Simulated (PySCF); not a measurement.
# C3H10B2N2 (SMILES NBNBC1CC1): what the fields show

Input

```
{"job": {"kind": "nmr", "xc": "PBE0", "basis": "pcSseg-1"}, "charge": 0, "multiplicity": 1}
N      3.138362     0.418241    -0.576935
B      2.336983    -0.110787     0.424466
N      0.902280    -0.112991     0.312865
B      0.052483     0.373554    -0.687076
C     -1.501867     0.233565    -0.552285
C     -2.125559    -0.985060     0.095676
C     -2.190634     0.325759     0.793175
H      2.757474     0.819190    -1.415972
H      4.141094     0.441869    -0.539194
H      2.842276    -0.566613     1.382336
H      0.441752    -0.539989     1.104636
H      0.504417     0.891279    -1.640309
H     -2.091741     0.639175    -1.368645
H     -3.029823    -1.384295    -0.340328
H     -1.466052    -1.747331     0.485325
H     -1.577233     0.479884     1.669362
H     -3.141208     0.836581     0.842996
```

Run with:

```sh
OMP_NUM_THREADS=1 python probes_run.py task.json out
```

Geometry: GFN2-xTB.

Computed with PySCF 2.14.0, PBE0/pcSseg-1, SCF density, gas phase, non-relativistic.

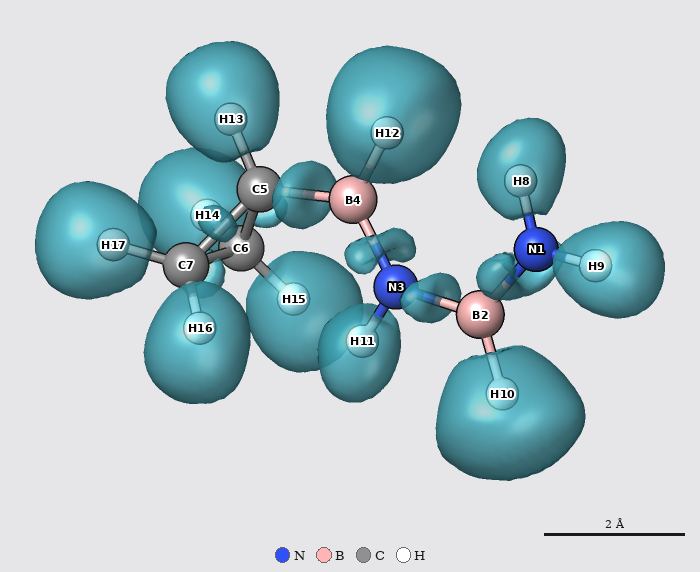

Figure 1. Isosurface of the ELF at 0.85 (cyan), seen at a tilt. Only the valence region is drawn (cores and ρ < 0.01 e/Å³ removed).

What do the ELF domains correspond to?

At this value the surface marks out one region between bonded B–C atoms (shared pairs), three regions between bonded B–N atoms (shared pairs), three regions between bonded C–C atoms (shared pairs) and ten regions around hydrogen nuclei. Profiles from the grid: B–N (1.39 Å): the ELF peaks at about 0.95 between the atoms; a polar covalent bond. C–C (1.49 Å): the ELF peaks at about 0.90 between the atoms; a covalent bond.

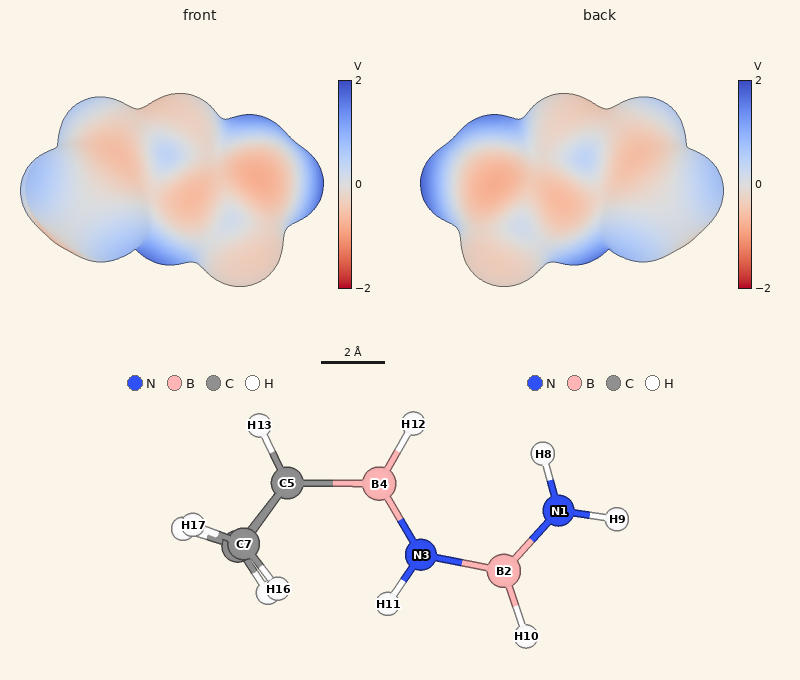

Figure 2. The electrostatic potential painted on the density surface at 0.002 e/bohr³, seen from the front and from behind; red is negative and blue positive. The bare structure is drawn below in the same view.

Describe the electrostatic potential map.

The most negative region (about −0.8 V) lies over N1, the most positive (about +1.7 V) over H9.

What dipole moment does the calculation give?

Its dipole moment is 0.41 D.

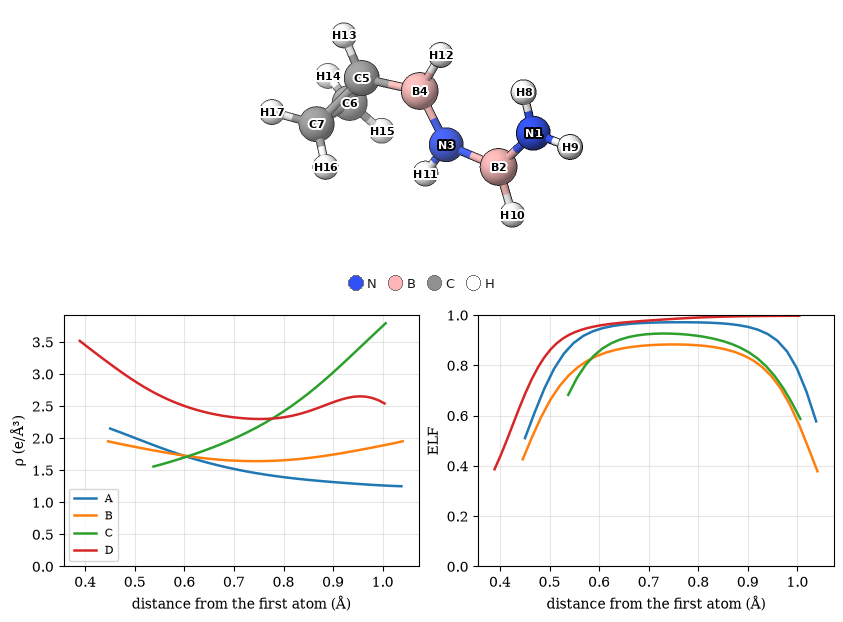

Figure 3. Total electron density and electron localisation function along straight lines between neighbouring atoms. The curves leave out the atomic cores. The structure is drawn too.

Which curve belongs to which contact (B–N, C–B, C–C and N–H)? The first atom named is at distance zero.

Curve A: C–B (1.57 Å): ρ is about 1.4 e/Å³ halfway; the ELF peaks at about 1 between the atoms: a covalent bond. Curve B: C–C (1.49 Å): the density is about 1.6 e/Å³ at the midpoint; the ELF peaks at about 0.90 between the atoms; a shared electron pair. Curve C: B–N (1.39 Å): ρ is about 2 e/Å³ halfway; the ELF peaks at about 0.95 between the atoms: a short, strongly polar bond. Curve D: N–H (1.00 Å): ρ at the midpoint is about 2.9 e/Å³; the ELF climbs to about 1 towards the hydrogen, as it does in any bond to H; a covalent bond by its length.
